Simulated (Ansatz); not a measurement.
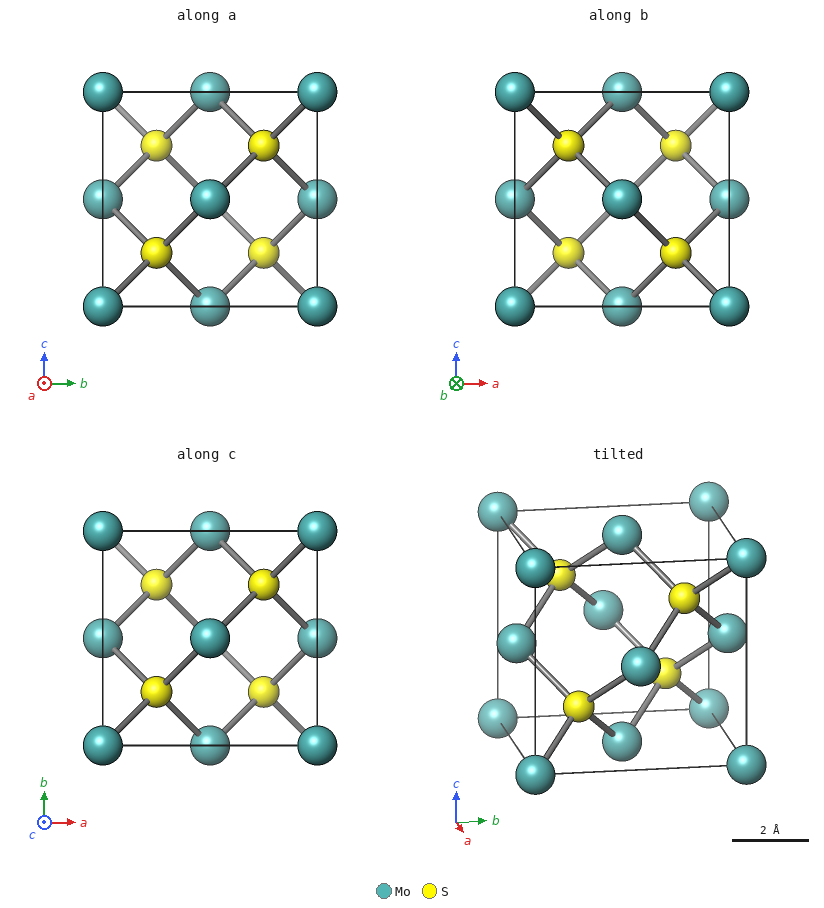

The crystal in a ball-and-stick representation, seen along the a axis, along the b axis, along the c axis and slightly off an axis. The outline marks the conventional unit cell.

Lattice parameters: a = 5.653 Å, b = 5.653 Å, c = 5.653 Å, α = 90.00°, β = 90.00°, γ = 90.00°. Put a along x and b in the xy plane.

Convert the drawing into a POSCAR file.

```
Mo S
1.0
     5.653    0.000    0.000
     0.000    5.653    0.000
     0.000    0.000    5.653
Mo S
4 4
Direct
  0.0000 0.0000 0.0000
  0.0000 0.5000 0.5000
  0.5000 0.0000 0.5000
  0.5000 0.5000 0.0000
  0.2500 0.2500 0.7500
  0.2500 0.7500 0.2500
  0.7500 0.2500 0.2500
  0.7500 0.7500 0.7500
```

The structure comes from a structure type filled with these elements by a generator (whether the compound takes this form wasn't checked). The structure drawn was relaxed with DFT PBE+U, scalar-relativistic, plane waves, PAW in Ansatz 0.2.0.
